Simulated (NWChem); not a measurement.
**triplet Si2H6O2: levels of theory compared**

Wanted: a comparison of 6 runs (UHF/STO-3G, UHF/3-21G, UB3LYP/6-31G*, UM06-2X/6-31G*, UPBE0/6-31G*) of triplet Si2H6O2. 

The results are computed with NWChem 7.3.0.

5 further runs of the same task are left out: 5 set aside as unsound or not needed. Runs told in other sessions of the task aren't counted.

## (1) The molecule

Si2H6O2: 10 atoms, total charge 0, spin state triplet. SMILES of the parent species: `O[SiH2][SiH2]O`. Geometry: relaxed at PBE0-D4/def2-TZVP. This is one conformer, not always the lowest. That shape belongs to the parent species and isn't relaxed for this state.

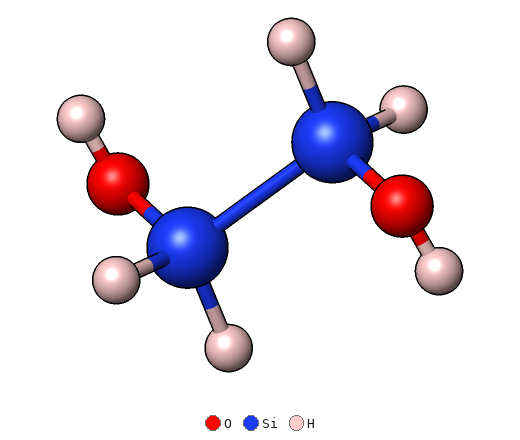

Viewed from a chosen angle; oxygen red, silicon blue, hydrogen pink.

## (2) A single-point energy at UHF/STO-3G (run 1)

mol.nw

```
start mol
title "H6O2Si2"
memory stack 880 mb heap 220 mb global 1100 mb

geometry units angstroms noautosym nocenter noautoz
  O    -1.023300    1.887700    1.029000
  Si    0.114300    0.686000    0.959700
  Si   -0.148600   -0.673600   -0.947700
  O     0.987200   -1.877000   -1.014900
  H    -1.013300    2.545500    0.332800
  H    -0.079100   -0.112900    2.199100
  H     1.498300    1.246700    0.986300
  H    -1.533500   -1.232000   -0.975500
  H     0.047500    0.124300   -2.187300
  H     0.975700   -2.534100   -0.318000
end

basis spherical bse
  * library STO-3G
end

scf
  triplet
  uhf
  thresh 1e-08
  maxiter 80
end

task scf energy
```

Launch:

```bash
nwchem mol.nw > mol.out
```

What it wrote:

```text
[...]
  functions       =    34
[...]
  wavefunction    = UHF
[...]
         Total SCF energy =   -722.075169893888
      One electron energy =  -1449.373463761845
      Two electron energy =    505.396537991013
 Nuclear repulsion energy =    221.901755876944
                       Sz =      1.0000
                 Sz(Sz+1) =      2.0000
                      S^2 =      2.0081
[...]
```

Wall time 7.5 s (1 thread of Intel Xeon Platinum 8488C (Sapphire Rapids), shared host); peak memory 0.099 GiB.

## (3) A single-point energy at UHF/3-21G (run 2)

h6o2si2.xyz

```xyz
10

O     -1.023300     1.887700     1.029000
Si     0.114300     0.686000     0.959700
Si    -0.148600    -0.673600    -0.947700
O      0.987200    -1.877000    -1.014900
H     -1.013300     2.545500     0.332800
H     -0.079100    -0.112900     2.199100
H      1.498300     1.246700     0.986300
H     -1.533500    -1.232000    -0.975500
H      0.047500     0.124300    -2.187300
H      0.975700    -2.534100    -0.318000
```

h6o2si2.nw

```
start h6o2si2
memory 2200 mb

geometry noautosym nocenter noautoz
   load format xyz h6o2si2.xyz
end

basis "ao basis" spherical bse
   O library 3-21G
   Si library 3-21G
   H library 3-21G
end

scf
   nopen 2
   uhf
   thresh 1e-08
   maxiter 80
   print low
end

task scf energy
```

Launch:

```bash
nwchem h6o2si2.nw > h6o2si2.out
```

What it wrote:

```text
[...]
  functions       =    56
[...]
  wavefunction    = UHF
[...]
         Total SCF energy =   -726.995507694958
      One electron energy =  -1448.619657031623
      Two electron energy =    499.722393459721
 Nuclear repulsion energy =    221.901755876944
                       Sz =      1.0000
                 Sz(Sz+1) =      2.0000
                      S^2 =      2.0171
[...]
```

Wall time 4.8 s (1 thread of Intel Xeon Platinum 8488C (Sapphire Rapids), shared host); peak memory 0.098 GiB.

Run 3 isn't shown in full; the table further down has it.

## (4) The energy at UM06-2X/6-31G(d) (spherical functions) (run 4)

job.nw

```
start job
memory 2200 mb
geometry units angstrom noautosym nocenter noautoz
O     -1.023300     1.887700     1.029000
Si     0.114300     0.686000     0.959700
Si    -0.148600    -0.673600    -0.947700
O      0.987200    -1.877000    -1.014900
H     -1.013300     2.545500     0.332800
H     -0.079100    -0.112900     2.199100
H      1.498300     1.246700     0.986300
H     -1.533500    -1.232000    -0.975500
H      0.047500     0.124300    -2.187300
H      0.975700    -2.534100    -0.318000
end
basis spherical bse
* library 6-31G*
end
dft
xc m06-2x
mult 3
grid xfine
convergence energy 1e-08
maxiter 100
mulliken
noprint "final vectors analysis"
end
task dft energy
```

Launch:

```bash
nwchem job.nw > job.out
```

What it wrote:

```text
[...]
          Wavefunction type:  spin polarized.
          No. of atoms     :    10
          No. of electrons :    50
[...]
          Charge           :     0
          Spin multiplicity:     3
[...]
          AO basis - number of functions:    76
[...]
              XC Information
              --------------
                       M06-2X Method XC Functional
                     Hartree-Fock (Exact) Exchange  0.540
                        M06-2X Exchange Functional  1.000
                      M06-2X Correlation Potential  1.000
[...]
 d= 0,ls=0.0,diis     1   -732.6299093087 -9.55D+02  1.20D-02  2.28D-01     6.7
[...]
 d= 0,ls=0.0,diis    13   -732.7483259058 -1.97D-09  1.22D-06  4.25D-10    88.4
[...]
         Total DFT energy =     -732.748325905839
      One electron energy =    -1454.353559639728
           Coulomb energy =      560.852996013086
    Exchange-Corr. energy =      -61.149518156140
 Nuclear repulsion energy =      221.901755876944
[...]
      Total Density - Mulliken Population Analysis
     ---------------------------------------------
    Atom       Charge   Shell Charges
 -----------   ------   -------------------------------------------------------
    1 O    8     8.64   2.00  0.91  2.90  0.92  1.90  0.02
    2 Si  14    13.74   2.00  2.00  5.97  0.96  1.74  0.20  0.62  0.25
    3 Si  14    13.74   2.00  2.00  5.97  0.96  1.74  0.20  0.62  0.25
    4 O    8     8.64   2.00  0.91  2.90  0.92  1.90  0.02
    5 H    1     0.55   0.46  0.10
    6 H    1     1.04   0.49  0.55
    7 H    1     1.03   0.49  0.54
    8 H    1     1.03   0.49  0.54
    9 H    1     1.04   0.49  0.55
   10 H    1     0.55   0.46  0.10
[...]
      <S2> =      2.0046 (Exact =     2.0000)
[...]
```

It took 89 s on 1 thread of Intel Xeon Platinum 8488C (Sapphire Rapids), shared host; peak memory 0.14 GiB.

Run 5 isn't shown in full; the table further down has it.

## (5) The energy at UB3LYP/6-31G(d) (Cartesian functions) (run 6)

run.py

```python
from ase import Atoms
from ase.calculators.nwchem import NWChem

system = Atoms('OSiSiOHHHHHH', positions=[
    [-1.023300, 1.887700, 1.029000],
    [0.114300, 0.686000, 0.959700],
    [-0.148600, -0.673600, -0.947700],
    [0.987200, -1.877000, -1.014900],
    [-1.013300, 2.545500, 0.332800],
    [-0.079100, -0.112900, 2.199100],
    [1.498300, 1.246700, 0.986300],
    [-1.533500, -1.232000, -0.975500],
    [0.047500, 0.124300, -2.187300],
    [0.975700, -2.534100, -0.318000],
])

calc = NWChem(
    label='h6o2si2',
    theory='dft',
    memory='2200 mb',
    basis='6-31G*',
    dft={'xc': 'b3lyp', 'mult': '3', 'grid': 'xfine', 'convergence': 'energy 1e-08', 'iterations': '100', 'mulliken': None},
    task='energy',
)
system.calc = calc

print("Total energy (eV):", round(system.get_potential_energy(), 6))
```

Launch:

```bash
export ASE_NWCHEM_COMMAND="nwchem PREFIX.nwi > PREFIX.nwo"
python run.py
```

What it wrote:

```text
Total energy (eV): -19943.872571
```

The calculator wrote h6o2si2.nwi:

```
title "h6o2si2"

permanent_dir h6o2si2

scratch_dir h6o2si2

start h6o2si2

geometry units angstrom nocenter noautosym noautoz
  O  -1.0233000000000001e+00 1.8876999999999999e+00 1.0289999999999999e+00
  Si 1.1430000000000000e-01 6.8600000000000005e-01 9.5970000000000000e-01
  Si -1.4860000000000001e-01 -6.7359999999999998e-01 -9.4769999999999999e-01
  O  9.8719999999999997e-01 -1.8770000000000000e+00 -1.0148999999999999e+00
  H  -1.0133000000000001e+00 2.5455000000000001e+00 3.3279999999999998e-01
  H  -7.9100000000000004e-02 -1.1290000000000000e-01 2.1991000000000001e+00
  H  1.4983000000000000e+00 1.2466999999999999e+00 9.8629999999999995e-01
  H  -1.5335000000000001e+00 -1.2320000000000000e+00 -9.7550000000000003e-01
  H  4.7500000000000001e-02 1.2429999999999999e-01 -2.1873000000000000e+00
  H  9.7570000000000001e-01 -2.5341000000000000e+00 -3.1800000000000000e-01
end

memory 2200 mb

basis noprint
   * library 6-31G*
end

dft
  xc b3lyp
  mult 3
  grid xfine
  convergence energy 1e-08
  iterations 100
  mulliken
end

task dft energy
```

h6o2si2.nwo:

```text
Northwest Computational Chemistry Package (NWChem) 7.3.0
             --------------------------------------------------------

           Job information
           ---------------

    nwchem branch   = 7.3.0
    use scalapack   = T
    input           = h6o2si2.nwi
    prefix          = h6o2si2.
    data base       = h6o2si2/h6o2si2.db
    status          = startup
    nproc           =        1

           Memory information
           ------------------

    heap     =     72089596 doubles =      550.0 Mbytes
    stack    =     72089601 doubles =      550.0 Mbytes
    global   =    144179200 doubles =     1100.0 Mbytes (distinct from heap & stack)
    total    =    288358397 doubles =     2200.0 Mbytes
    verify   = yes
    hardfail = no

[... 107 lines left out ...]
  convergence criterion.
[... 17 lines left out ...]
          Convergence on gradient requested:  5.00D-04
[... 26 lines left out ...]
          Convergence aids based upon iterative change in
[... 28 lines left out ...]
 1-e energy   =   -1451.683993
[... 60 lines left out ...]
         Total DFT energy =     -732.923804501831
[... 2 lines left out ...]
    Exchange-Corr. energy =      -61.267759064777
[... 579 lines left out ...]
                     DFT Final Beta Molecular Orbital Analysis
[... 659 lines left out ...]
 center of mass
 --------------
 x =  -0.03301805 y =   0.01117569 z =   0.01204205

 moments of inertia (a.u.)
 ------------------
         898.060006126305         202.912630327445          84.934244603679
         202.912630327445         485.941060709614        -362.127274318170
          84.934244603679        -362.127274318170         697.282264425178

     Multipole analysis of the density
     ---------------------------------

     L   x y z        total         alpha         beta         nuclear
     -   - - -        -----         -----         ----         -------
     0   0 0 0     -0.000000    -26.000000    -24.000000     50.000000

     1   1 0 0     -0.000795      0.857705      0.791987     -1.650487
[... 8 lines of this table left out ...]
     2   0 0 2    -33.113537   -117.763983   -107.957499    192.607944

 Task  times  cpu:       60.4s     wall:       60.4s
 Total times  cpu:       60.4s     wall:       60.4s
```

It took 62 s on 1 thread of Intel Xeon Platinum 8488C (Sapphire Rapids), shared host; peak memory 0.14 GiB.

## (6) The series

| run | level | iteration cap | module | energy (Eh) | dipole moment (D) | HOMO energy (eV) | ⟨S²⟩ | wall time |
| --- | --- | --- | --- | --- | --- | --- | --- | --- |
| 1 | UHF/STO-3G | 80 | scf | -722.075170 | 0.00 | 0.83 | 2.008 | 7.5 s |
| 2 | UHF/3-21G | 80 | scf | -726.995508 | – | – | 2.017 | 4.8 s |
| 3 | UB3LYP/6-31G* (spherical functions) | 100 | dft | -732.916839 | 0.00 | -2.62 | 2.003 | 59 s |
| 4 | UM06-2X/6-31G* (spherical functions) | 100 | dft | -732.748326 | 0.00 | – | 2.005 | 89 s |
| 5 | UPBE0/6-31G* (spherical functions) | 100 | dft | -732.468016 | 0.00 | -2.89 | 2.004 | 59 s |
| 6 | UB3LYP/6-31G* (Cartesian functions) | 100 | dft | -732.923805 | 0.00 | -2.65 | 2.003 | 62 s |

## (7) What came out

| quantity | value |
| --- | --- |
| run 6: total energy | -732.92380 Eh |
| run 6: dipole moment | 0.00 D |
| run 6: HOMO energy (highest over α and β) | -2.65 eV |
| run 6: ⟨S²⟩ | 2.003 |

In words: Totals of different functionals can't be ranked against each other. In run 1 the basis is minimal, so the values are rough. All runs together took 4.7 min, the longest 89 s.
